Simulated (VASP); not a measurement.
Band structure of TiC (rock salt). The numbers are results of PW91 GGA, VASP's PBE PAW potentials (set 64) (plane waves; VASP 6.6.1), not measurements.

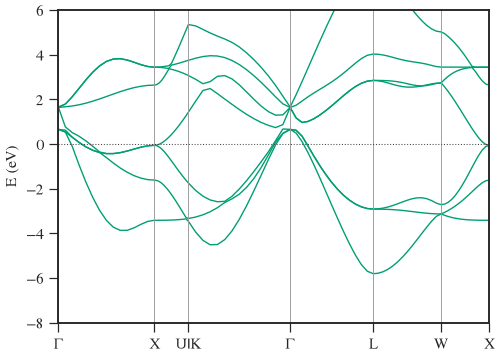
Bands along high-symmetry lines, zero at the valence-band maximum or, without a gap, the Fermi level

### Question
Read the plot: is there a gap, and where are the band edges?

### Answer
It has no gap at this level: it comes out as a metal or semimetal. (Edges off the drawn lines would not show.)

The compound is TiC in the rock salt structure. It was relaxed first.
